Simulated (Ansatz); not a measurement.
System (SMILES): [SeH2] (H2Se).
Geometry (B3LYP-D3(BJ)/def2-TZVP, fixed):
```xyz
3

Se    -0.0012     0.0571     0.0009
H     -1.0300    -0.9935    -0.0128
H      1.0722    -0.9476    -0.0191
```

Basis-set convergence of the dipole moment at PBE with Ansatz (a program for electronic structure). Dipoles come from the density behind the forces; the sign is taken along the dipole that this method gives in the largest set. Cartesian d functions, on some or all atoms, in 6-31G, 6-31G**; all else is spherical. The program fits the integrals of some runs and decomposes those of others, by size. No added dispersion term, no relativity. Reference: the value in aug-pcseg-3, 0.656 D. Deviations are taken from unrounded values.

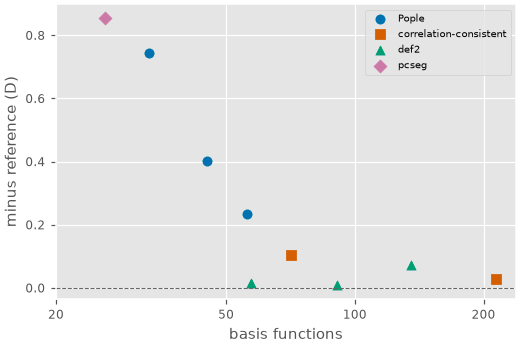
*Deviation from the reference against the number of basis functions, by family of sets.*

| basis | functions | dipole moment (D) | minus reference (D) |
|---|---|---|---|
| pcseg-0 | 26 | 1.511 | 0.855 |
| 6-31G | 33 | 1.400 | 0.745 |
| 6-31G** | 45 | 1.057 | 0.401 |
| 6-311G** | 56 | 0.889 | 0.234 |
| def2-SVPD | 57 | 0.672 | 0.016 |
| cc-pVTZ | 71 | 0.761 | 0.105 |
| def2-TZVPPD | 91 | 0.664 | 0.008 |
| def2-QZVP | 135 | 0.729 | 0.073 |
| cc-pV5Z | 214 | 0.684 | 0.028 |
